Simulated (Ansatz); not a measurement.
# C₂H₆BFO: up Jacob's ladder to CCSD(T)

How much do the methods differ for C₂H₆BFO? The plan is to run it at one geometry with functionals of several rungs and with coupled cluster. The yardstick is the atomisation energy at the CCSD(T) limit.

The runs use Ansatz 0.2.0, Gaussian basis; functionals in def2-TZVPP, the program's frozen cores in correlated methods.

Plan: PBE-D4, r2SCAN-D4, PBE0-D4, B3LYP-D4, ωB97X-V, ωB97M-V, B2PLYP; CCSD(T)/def2-TZVPP; MP2/def2-QZVPP; extrapolation to the limit.

**1. Structure used throughout**

The geometry comes from an earlier relaxation with PBE0-D4 in a triple-zeta def2 set; it is a stationary point, not always the lowest conformer.

SMILES `CBC(O)F`, 11 atoms, charge 0, spin multiplicity 1.

Atoms are counted from 1 here; the program's logs count them from 0.

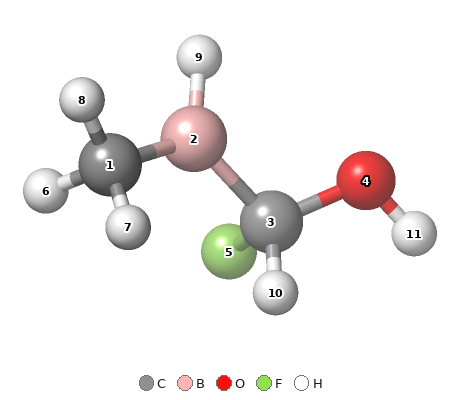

The geometry (carbon grey, boron pink, oxygen red, fluorine green, hydrogen white); atoms are numbered from 1 in the order of the file.

**2. PBE-D4 (GGA)**

Contents of in.yaml:

```yaml
crystal:
  periodic: [false, false, false]
  atoms:
    - {symbol: C, position_ang: [-1.598336, 0.217121, 0.462401]}
    - {symbol: B, position_ang: [-0.085604, -0.032908, 0.670657]}
    - {symbol: C, position_ang: [0.935631, -0.078905, -0.549521]}
    - {symbol: O, position_ang: [1.913615, -1.019459, -0.333498]}
    - {symbol: F, position_ang: [1.494910, 1.218223, -0.553003]}
    - {symbol: H, position_ang: [-1.696909, 1.316099, 0.473575]}
    - {symbol: H, position_ang: [-1.994420, -0.113378, -0.500650]}
    - {symbol: H, position_ang: [-2.231485, -0.144099, 1.274267]}
    - {symbol: H, position_ang: [0.406027, -0.097085, 1.758978]}
    - {symbol: H, position_ang: [0.489288, -0.184677, -1.547412]}
    - {symbol: H, position_ang: [2.432683, -1.137831, -1.135294]}
basis:
  gaussian: {orbitals: def2-TZVPP}
hamiltonian: {xc: pbe, dispersion: d4}
output: {forces: true, orbitals: {seedname: orbitals}}
```

On the command line:

```console
ansatz run in.yaml --threads 4 --pin off --events-out ev --progress --plain --max-ram 10444MiB
```

The runs that follow: r2SCAN-D4 (meta-GGA); PBE0-D4 (hybrid); B3LYP-D4 (hybrid); ωB97X-V (range-separated); ωB97M-V (range-separated); B2PLYP (double hybrid); CCSD(T) in def2-TZVPP; MP2 in def2-QZVPP.

Before running them: what should the planned runs give, taken together? Wanted: atomisation energy, CCSD(T)/CBS; farthest; mean size of error, hybrid; mean size of error, range-separated; gap, smallest and largest; T1 diagnostic; triples share of the correlation energy.

As calculated:

```
                               quantity                                 value
        atomisation energy, CCSD(T)/CBS                         4187.5 kJ/mol
 functionals within 20.9 kJ/mol (0.5 %)                     B3LYP-D4, ωB97X-V
                               farthest                PBE-D4 (+114.8 kJ/mol)
             mean size of error, hybrid                           19.3 kJ/mol
    mean size of error, range-separated                           21.6 kJ/mol
              gap, smallest and largest  4.59 eV (PBE-D4), 11.95 eV (ωB97X-V)
                          T1 diagnostic                                0.0122
triples share of the correlation energy                                 3.4 %
```

In words: PBE-D4 misses by +114.8 kJ/mol. Double hybrids carry the basis error of their MP2 part in triple zeta, and no dispersion term here, so their miss is partly the set-up's. The reference freezes the cores and leaves out relativity and excitations past (T), so misses under about 20.9 kJ/mol can't be ranked. Hartree-Fock recovers 74 % of the binding; the rest is correlation. The gap grows from 4.6 to 11.9 eV across the functionals, mostly with the share of exact exchange.
